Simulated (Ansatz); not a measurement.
# SbH3 (stibine): CAM-B3LYP/def2-TZVPP (core potential)

Aim: the vertical ionisation energy of SbH3 (stibine) at CAM-B3LYP/def2-TZVPP (core potential), from 2 runs. 

The results are computed with Ansatz 0.2.0.

36 further runs of the same task are left out: 36 set aside as unsound or not needed.

**1. The system as given**

SbH3: 4 atoms, total charge 0, spin state singlet. As SMILES, `[SbH3]`. The coordinates come from a PBE0-D4/def2-TZVP relaxation.

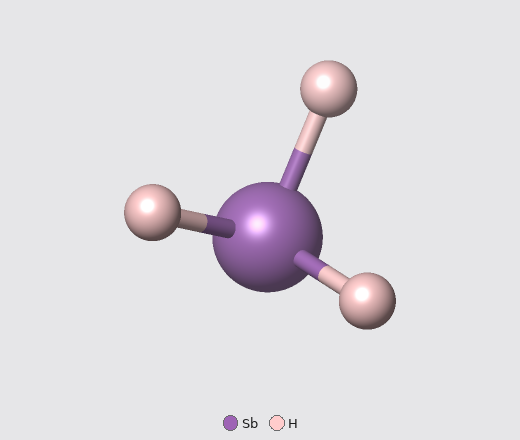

The structure, seen from a chosen angle (antimony purple, hydrogen pink).

**2. A single-point energy at CAM-B3LYP/def2-TZVPP (core potential)**

run.yaml reads:

```yaml
crystal:
  periodic: [false, false, false]
  atoms:
    - {symbol: Sb, position_ang: [0.456300, -0.309800, -0.464500]}
    - {symbol: H, position_ang: [0.843900, 0.072200, 1.153900]}
    - {symbol: H, position_ang: [-1.039100, -0.984400, 0.008900]}
    - {symbol: H, position_ang: [-0.261000, 1.221900, -0.698300]}
basis:
  gaussian: {orbitals: def2-TZVPP}
total_charge: 0
magnetization: {spin_polarized: false, initial_magnetization: 0}
hamiltonian: {xc: {name: CAM-B3LYP}}
accuracy: high
output: {orbitals: {seedname: orbitals}}
```

Started as:

```console
ansatz run run.yaml --threads 1 --pin off --max-ram 3480MiB --events-out events.jsonl --progress --plain --runs-dir runs
```

Standard output:

```text
Warning: RAYON_NUM_THREADS=1 ignored (pool sized by the plan → 1); use --threads N
Functional definition: CAM-B3LYP
  name "CAM-B3LYP"
  parameter alpha = 0.19
  parameter beta = 0.46
  parameter omega = 0.33/bohr
  parameter ac = 0.81
  exchange = (1 - alpha - beta)*b88_x + beta*b88_x_sr(omega) + alpha*exact_x + beta*exact_x_lr(omega)
  correlation = (1 - ac)*vwn5_c + ac*lyp_c
1694 factors; integrals over basis functions are off by at most 3.0e-9 eV
314 factors; integrals over basis functions are off by at most 2.7e-9 eV
mean field evaluation 1: about -6585.5233 eV, gradient 5.8e0 eV
mean field evaluation 2: about -6585.6048 eV, gradient 2.7e0 eV
mean field evaluation 4: about -6585.6195 eV, gradient 9.8e-2 eV
mean field evaluation 8: about -6585.6120 eV, gradient 2.0e-3 eV
mean field evaluation 16: about -6585.6120 eV, gradient 1.2e-6 eV
mean field -6585.61201625 eV, -242.0167777090 hartree, gradient 2.4e-8 eV, S^2 0.000000; 0 other end points of the search recorded, 0 dependent functions left out
reference -6585.61203198 eV, -242.0167782873 hartree; 13, 13 occupied and 79, 79 virtual orbitals, 1694 factors
Total energy: -6585.61203198 eV, -242.0167782873 hartree
```

Run time: 4.2 s. Hardware: 1 thread of Arm Neoverse V2, shared host; peak memory 0.24 GiB.

**3. The doublet cation**

molecule.yaml reads:

```yaml
basis:
  gaussian: {orbitals: def2-TZVPP}
crystal:
  periodic: [false, false, false]
  atoms:
    - {symbol: Sb, position_ang: [0.456300, -0.309800, -0.464500]}
    - {symbol: H, position_ang: [0.843900, 0.072200, 1.153900]}
    - {symbol: H, position_ang: [-1.039100, -0.984400, 0.008900]}
    - {symbol: H, position_ang: [-0.261000, 1.221900, -0.698300]}
total_charge: 1
magnetization: {spin_polarized: true, initial_magnetization: 1}
hamiltonian: {xc: {name: CAM-B3LYP}}
accuracy: high
output: {orbitals: {seedname: orbitals}}
```

Started as:

```console
ansatz run molecule.yaml --threads 1 --pin off --max-ram 3480MiB --events-out events.jsonl --progress --plain --runs-dir runs
```

Standard output, cut to the lines that bear on the results:

```text
Warning: RAYON_NUM_THREADS=1 ignored (pool sized by the plan → 1); use --threads N
[... 8 set-up lines as earlier in the session ...]
1694 factors; integrals over basis functions are off by at most 3.0e-9 eV
314 factors; integrals over basis functions are off by at most 2.7e-9 eV
mean field evaluation 1: about -6575.0386 eV, gradient 1.2e1 eV
mean field evaluation 2: about -6575.3451 eV, gradient 9.7e0 eV
mean field evaluation 4: about -6575.6131 eV, gradient 5.8e-1 eV
mean field evaluation 8: about -6575.6216 eV, gradient 3.0e-2 eV
mean field evaluation 16: about -6575.6216 eV, gradient 9.9e-6 eV
mean field -6575.62158784 eV, -241.6496362367 hartree, gradient 6.4e-8 eV, S^2 0.753376; 0 other end points of the search recorded, 0 dependent functions left out
reference -6575.62160454 eV, -241.6496368505 hartree; 13, 12 occupied and 79, 80 virtual orbitals, 1694 factors
Total energy: -6575.62160454 eV, -241.6496368505 hartree
```

Wall time 7.2 s (1 thread of Arm Neoverse V2, shared host); peak memory 0.33 GiB.

**4. Summary of results**

Level: CAM-B3LYP/def2-TZVPP (core potential).

```
                                          quantity          value
                        singlet SbH3: total energy  -242.01678 Eh
                         singlet SbH3: HOMO energy       -8.79 eV
                         singlet SbH3: LUMO energy        0.80 eV
                       singlet SbH3: HOMO–LUMO gap        9.60 eV
                      doublet cation: total energy  -241.64964 Eh
doublet cation: HOMO energy (highest over α and β)      -16.89 eV
 doublet cation: LUMO energy (lowest over α and β)      -11.24 eV
                              doublet cation: ⟨S²⟩          0.753
vertical ionisation energy (to the doublet cation)       9.990 eV
```

What this shows: The vertical ionisation energy comes to 9.99 eV (230 kcal/mol). −ε(HOMO) before ionisation, 8.79 eV, is 1.20 eV below this ionisation energy.
